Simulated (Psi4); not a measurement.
## Run report: GaHCl₂ (charge +1), single-point calculation

GaHCl₂, charge +1, multiplicity 2, computed with MP3/cc-pVDZ, UHF (Psi4 1.11).

The run did not end well. The geometry is that of the parent species in another charge or spin state. The geometry comes from this level: PBE0-D4/def2-TZVP.

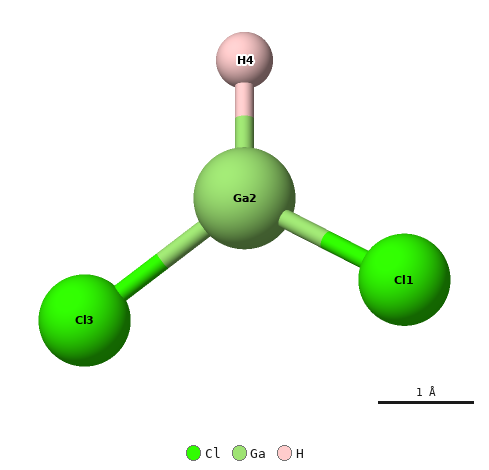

Fig. 1: The structure (ball-and-stick view, seen at a tilt; atoms are numbered from 1 in the order of the input). Sticks mark near contacts. Bond lengths as drawn: Cl–Ga 2.13 Å and Ga–H 1.54 Å.

### Input file (cl2gah.inp)
```
memory 1600 mb

molecule molecule1 {
  1 2
  Cl
  Ga 1 r2
  Cl 2 r3 1 a3
  H 2 r4 3 a4 1 d4

  r2 = 2.12789
  r3 = 2.127867
  a3 = 115.12368
  r4 = 1.544728
  a4 = 122.43951
  d4 = -179.99714
  units angstrom
  symmetry c1
  no_reorient
  no_com
}

set basis cc-pVDZ
set reference uhf
set puream true
set e_convergence 1e-09
set d_convergence 1e-08
set scf_type pk
set num_frozen_docc 19
set maxiter 200
set mp_type conv

e = energy("mp3")
```

Machine: 1 thread of Intel Xeon @ 2.50GHz (Skylake/Cascade Lake), 192 GiB of memory available, shared host.

Launch command:
```bash
psi4 -i cl2gah.inp -o cl2gah.out -n 1
```

### The program's output
```
Psi4 1.11 release

   => Loading Basis Set <=

    Name: CC-PVDZ
    Role: ORBITAL
    Keyword: BASIS

         ---------------------------------------------------------
                                   SCF
                              UHF Reference
                        1 Threads,   1525 MiB Core
         ---------------------------------------------------------

  ==> Geometry <==

    Molecular point group: c1
    Full point group: C1

    Geometry (in Angstrom), charge = 1, multiplicity = 2:

       Center              X                  Y                   Z               Mass
    ------------   -----------------  -----------------  -----------------  -----------------
         CL          -0.000000468893     0.472260177134    -1.827737121183    34.968852682000
         GA          -0.000000468893     0.472260177134     0.300152878817    68.925573500000
         CL          -0.000000468893    -1.454296566304     1.203589143311    34.968852682000
         H            0.000064606436     1.775985130165     1.128697287159     1.007825032230

  Running in c1 symmetry.

  Rotational constants: A =      0.33907  B =      0.07474  C =      0.06124 [cm^-1]
  Rotational constants: A =  10164.92022  B =   2240.56349  C =   1835.89368 [MHz]
  Nuclear repulsion =  320.883747446069378

  Charge       = 1
  Multiplicity = 2
  Electrons    = 65
  Nalpha       = 33
  Nbeta        = 32

  ==> Algorithm <==

  SCF Algorithm Type is PK.
  DIIS enabled.
  MOM disabled.
  Fractional occupation disabled.
  Guess Type is SAD.
  Energy threshold   = 1.00e-09
  Density threshold  = 1.00e-08
  Integral threshold = 1.00e-12

  ==> Primary Basis <==

  Basis Set: CC-PVDZ
    Blend: CC-PVDZ
    Number of shells: 30
    Number of basis functions: 68
    Number of Cartesian functions: 72
    Spherical Harmonics?: true
    Max angular momentum: 2

  ==> Integral Setup <==

  Using in-core PK algorithm.
   Calculation information:
      Number of atoms:                   4
      Number of AO shells:              30
      Number of primitives:            195
      Number of atomic orbitals:        72
      Number of basis functions:        68

      Integral cutoff                 1.00e-12
      Number of threads:                 1

  Performing in-core PK
  Using 5506062 doubles for integral storage.
  We computed 105034 shell quartets total.
  Whereas there are 108345 unique shell quartets.

  ==> DiskJK: Disk-Based J/K Matrices <==

    J tasked:                  Yes
    K tasked:                  Yes
    wK tasked:                  No
    Memory [MiB]:             1144
    Schwarz Cutoff:          1E-12

  Minimum eigenvalue in the overlap matrix is 2.4577696215E-02.
  Reciprocal condition number of the overlap matrix is 7.5957817292E-03.
    Using symmetric orthogonalization.

  ==> Pre-Iterations <==

  SCF Guess: Superposition of Atomic Densities via on-the-fly atomic UHF (no occupation information).

   -------------------------
    Irrep   Nso     Nmo
   -------------------------
     A         68      68
   -------------------------
    Total      68      68
   -------------------------

  ==> Iterations <==

                        Total Energy        Delta E     RMS |[F,P]|

   @UHF iter SAD: -2838.31309301321426   -2.83831e+03   0.00000e+00
   @UHF iter   1: -2841.85739651671611   -3.54430e+00   1.55464e-02 DIIS/ADIIS
   @UHF iter   2: -2842.42392240332720   -5.66526e-01   5.84429e-03 DIIS/ADIIS
   @UHF iter   3: -2842.49964066346047   -7.57183e-02   6.92228e-04 DIIS/ADIIS
   @UHF iter   4: -2842.50249021219815   -2.84955e-03   2.49892e-04 DIIS/ADIIS
   @UHF iter   5: -2842.50317833165900   -6.88119e-04   1.35318e-04 DIIS/ADIIS
   @UHF iter   6: -2842.50350015777758   -3.21826e-04   8.20206e-05 DIIS
   @UHF iter   7: -2842.50369196049041   -1.91803e-04   5.28719e-05 DIIS
   @UHF iter   8: -2842.50380890226234   -1.16942e-04   2.86600e-05 DIIS
   @UHF iter   9: -2842.50385020828753   -4.13060e-05   9.69410e-06 DIIS
   @UHF iter  10: -2842.50385308394243   -2.87565e-06   3.70943e-06 DIIS
   @UHF iter  11: -2842.50385339780814   -3.13866e-07   3.09065e-06 DIIS
   @UHF iter  12: -2842.50385350876422   -1.10956e-07   3.38462e-06 DIIS
   @UHF iter  13: -2842.50385304218798    4.66576e-07   1.99910e-06 DIIS
   @UHF iter  14: -2842.50385293442787    1.07760e-07   8.26281e-07 DIIS
   @UHF iter  15: -2842.50385294379021   -9.36234e-09   4.27397e-07 DIIS
   @UHF iter  16: -2842.50385294548414   -1.69393e-09   1.40105e-07 DIIS
   @UHF iter  17: -2842.50385294579337   -3.09228e-10   4.20280e-08 DIIS
   @UHF iter  18: -2842.50385294581474   -2.13731e-11   1.57460e-08 DIIS
   @UHF iter  19: -2842.50385294581611   -1.36424e-12   5.08581e-09 DIIS
  Energy and wave function converged.

  ==> Post-Iterations <==

   @Spin Contamination Metric:   6.096020484E-02
   @S^2 Expected:                7.500000000E-01
   @S^2 Observed:                8.109602048E-01
   @S   Expected:                5.000000000E-01
   @S   Observed:                5.000000000E-01

    Orbital Energies [Eh]
    ---------------------

    Alpha Occupied:

       1A   -379.169964     2A   -105.122730     3A   -105.122715
       4A    -48.515043     5A    -42.845133     6A    -42.843329
       7A    -42.842019     8A    -10.848475     9A    -10.848458
      10A     -8.326583    11A     -8.326566    12A     -8.311059
      13A     -8.311043    14A     -8.309658    15A     -8.309643
      16A     -6.718049    17A     -4.811264    18A     -4.810557
      19A     -4.805805    20A     -1.522477    21A     -1.520806
      22A     -1.515061    23A     -1.509461    24A     -1.508831
      25A     -1.380979    26A     -1.364199    27A     -0.873834
      28A     -0.791777    29A     -0.782926    30A     -0.766190
      31A     -0.747088    32A     -0.732232    33A     -0.685748

    Alpha Virtual:

      34A     -0.149195    35A     -0.115627    36A     -0.050389
      37A      0.024454    38A      0.062011    39A      0.126202
      40A      0.140294    41A      0.152936    42A      0.228302
      43A      0.236718    44A      0.283006    45A      0.290215
      46A      0.314759    47A      0.507870    48A      0.538924
      49A      0.556633    50A      0.575986    51A      0.606974
      52A      0.648781    53A      0.686550    54A      0.691147
      55A      0.693910    56A      0.703873    57A      0.748437
      58A      0.757938    59A      0.769719    60A      0.792899
      61A      0.827661    62A      0.875976    63A      1.096145
      64A      1.215095    65A      1.223368    66A      1.472068
      67A      1.578869    68A      1.876782

    Beta Occupied:

       1A   -379.170342     2A   -105.115177     3A   -105.115162
       4A    -48.515280     5A    -42.845244     6A    -42.843364
       7A    -42.842249     8A    -10.840788     9A    -10.840762
      10A     -8.307428    11A     -8.307413    12A     -8.305272
      13A     -8.305257    14A     -8.294096    15A     -8.294083
      16A     -6.718939    17A     -4.811677    18A     -4.810193
      19A     -4.806936    20A     -1.521520    21A     -1.515367
      22A     -1.515294    23A     -1.510838    24A     -1.509602
      25A     -1.316717    26A     -1.292612    27A     -0.852342
      28A     -0.764758    29A     -0.732392    30A     -0.715196
      31A     -0.693053    32A     -0.608190

    Beta Virtual:

      33A     -0.377553    34A     -0.151914    35A     -0.102314
      36A     -0.045821    37A      0.032934    38A      0.062087
      39A      0.126233    40A      0.136674    41A      0.159495
      42A      0.226680    43A      0.237274    44A      0.289703
      45A      0.306142    46A      0.317369    47A      0.544979
      48A      0.545903    49A      0.584195    50A      0.588970
      51A      0.627264    52A      0.687069    53A      0.726648
      54A      0.738370    55A      0.744322    56A      0.757796
      57A      0.769010    58A      0.772924    59A      0.798623
      60A      0.822990    61A      0.849877    62A      0.882086
      63A      1.118840    64A      1.234095    65A      1.236617
      66A      1.470903    67A      1.579809    68A      1.876173

    Final Occupation by Irrep:
              A
    DOCC [    32 ]
    SOCC [     1 ]
    NA   [    33 ]
    NB   [    32 ]

  @UHF Final Energy: -2842.50385294581611

   => Energetics <=

    Nuclear Repulsion Energy =            320.8837474460693784
    One-Electron Energy =               -4578.2379567388325086
    Two-Electron Energy =                1414.8503563469466826
    Total Energy =                      -2842.5038529458161065

  UHF NO Occupations:
  HONO-2 :   31  A 1.9988096
  HONO-1 :   32  A 1.9718123
  HONO-0 :   33  A 1.0000000
  LUNO+0 :   34  A 0.0281877
  LUNO+1 :   35  A 0.0011904
  LUNO+2 :   36  A 0.0011067
  LUNO+3 :   37  A 0.0001926

Computation Completed

Properties will be evaluated at   0.000000,   0.000000,   0.000000 [a0]

Properties computed using the SCF density matrix

 Multipole Moments:

 ------------------------------------------------------------------------------------
     Multipole            Electronic (a.u.)      Nuclear  (a.u.)        Total (a.u.)
 ------------------------------------------------------------------------------------

 L = 1.  Multiply by 2.5417464519 to convert [e a0] to [Debye]
 Dipole X            :         -0.0000933            0.0000645           -0.0000288
 Dipole Y            :          0.7574831           -0.5264172            0.2310659
 Dipole Z            :          0.4816771           -0.3346310            0.1470461
 Magnitude           :                                                    0.2738869

 ------------------------------------------------------------------------------------

	total time  =         55 seconds =       0.92 minutes
 MINTS: Wrapper to libmints.

   Calculation information:
      Number of threads:                 1
      Number of atoms:                   4
      Number of AO shells:              30
      Number of SO shells:              30
      Number of primitives:            195
      Number of atomic orbitals:        72
      Number of basis functions:        68

      Number of irreps:                  1
      Integral cutoff                 1.00e-12
      Number of functions per irrep: [  68 ]

 OEINTS: Overlap, kinetic, potential, dipole, and quadrupole integrals
         stored in file 35.

      Computing two-electron integrals...
```

### What the run reported

- outcome: stopped at the time limit
- wall time: 90 s
- peak memory: 0.45 GiB

### What went wrong

The run was cut off by its time limit, so the output is incomplete.
